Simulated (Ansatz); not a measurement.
## Electronic structure of CH3ClSi2 (SMILES [Si]=C[SiH2]Cl) in real space

Input file:

```
crystal:
  periodic: [false, false, false]
  atoms:
    - {symbol: C, position_ang: [0.084008, -1.094830, 1.807168]}
    - {symbol: Cl, position_ang: [-1.719287, -1.762580, -0.875030]}
    - {symbol: Si, position_ang: [1.467158, -2.043683, 2.222616]}
    - {symbol: Si, position_ang: [-0.034289, -0.824909, -0.029399]}
    - {symbol: H, position_ang: [-0.712587, -0.644984, 2.425336]}
    - {symbol: H, position_ang: [-0.126817, 0.624598, -0.390536]}
    - {symbol: H, position_ang: [1.189195, -1.415477, -0.673738]}
basis:
  gaussian: {orbitals: def2-TZVPD}
hamiltonian: {xc: pbe0}
output: {forces: true, orbitals: {seedname: orbitals}}
```

Run with:

```sh
ansatz run input.yaml --threads 2 --pin off --max-ram 4350MiB --events-out events.jsonl --progress --plain --runs-dir runs
```

Geometry: BLYP-D3(BJ)/def2-SVP.

Computed with isolated molecule in a Gaussian basis; Kohn-Sham density functional theory, functional PBE0 in Ansatz.

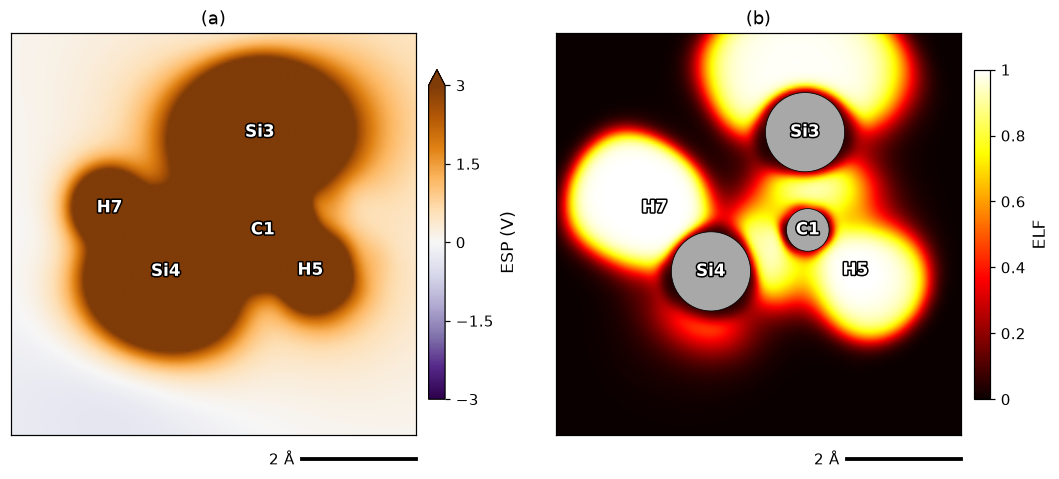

Figure 1. (a) electrostatic potential; (b) electron localisation function on the plane of atoms Si3, C1 and Si4. Grey discs cover the atomic cores in the ELF map.

Interpret the plot.

Answer.
- Atoms in the plane: C, Si and H.
- C–Si (1.73 Å): the ELF peaks at about 0.90 between the atoms, as expected for a covalent bond.
- C–H (1.10 Å): the ELF climbs to about 1 towards the hydrogen, as it does in any bond to H; an ordinary covalent bond to hydrogen.
- C–Si (1.86 Å): the ELF peaks at about 0.95 between the atoms: a shared electron pair.
- Si–H (1.50 Å): the ELF climbs to about 1 towards the hydrogen.
- The ELF also peaks beside Si3, away from the bonds: lone-pair regions.
- Outside the dense part of the molecule the potential is most negative (−0.3 V) near Cl2, which lies off the plane.

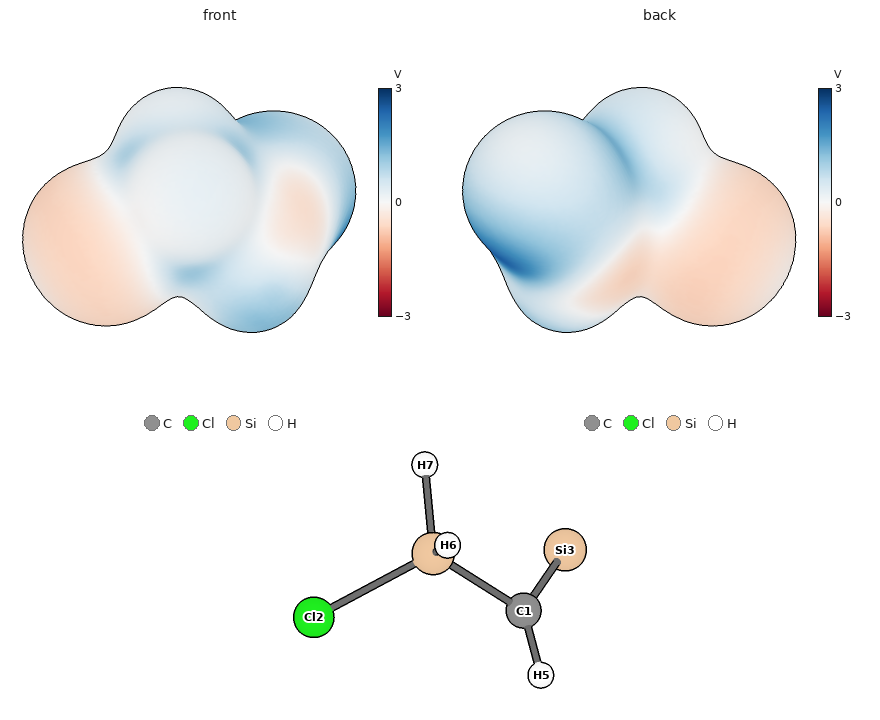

Figure 2. The electrostatic potential painted on the density surface at 0.002 e/bohr³, seen from the front and from behind; red is negative and blue positive. The bare structure is drawn below in the same view.

Describe the electrostatic potential map.

Answer. The most negative region (about −0.7 V) lies over C1 and Cl2, the most positive (about +2.3 V) over Si3.

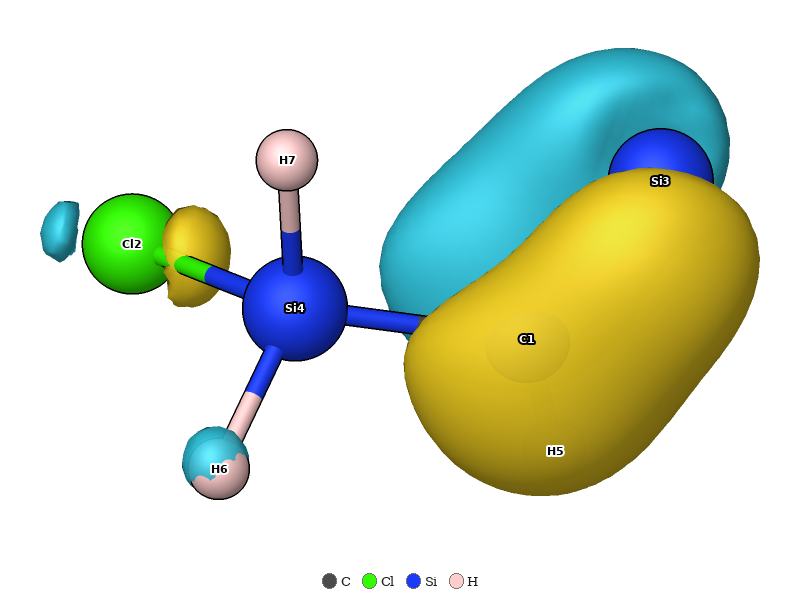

Figure 3. One frontier orbital at ±0.15 Å⁻³ᐟ² (yellow and cyan are the two phases), seen at an oblique angle.

Which orbital is it: HOMO or LUMO?

Answer. The HOMO, at −7.20 eV. It lies mainly on C1 (about 45 %) and Si3 (about 35 %); π-bonding across C1–Si3.
